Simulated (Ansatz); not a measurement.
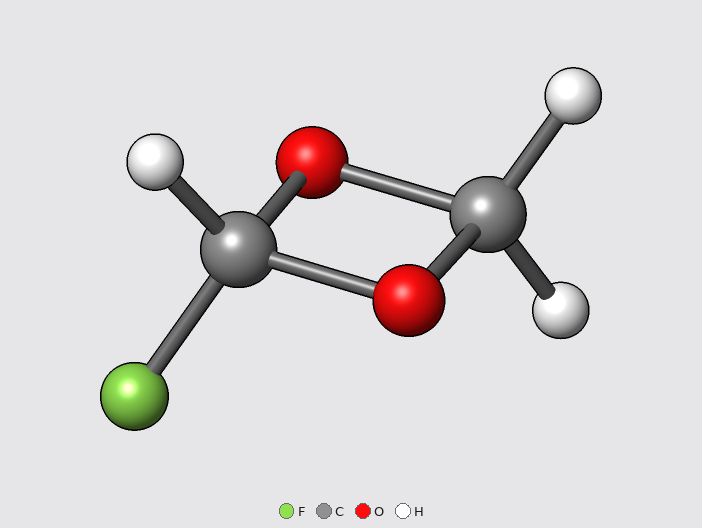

The picture comes from a calculation with Ansatz.

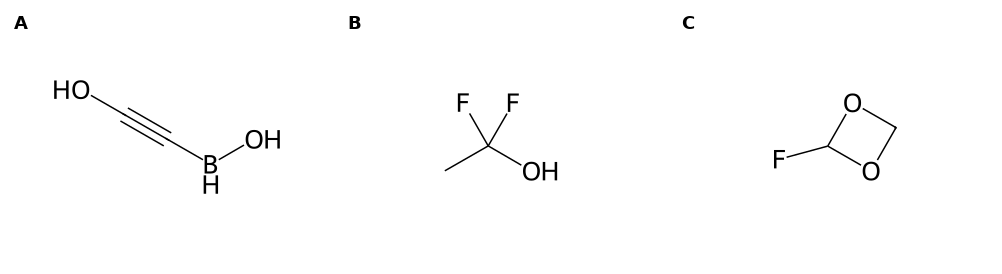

**The first picture shows one of the molecules drawn in the second. Which?**

C, `FC1OCO1`.
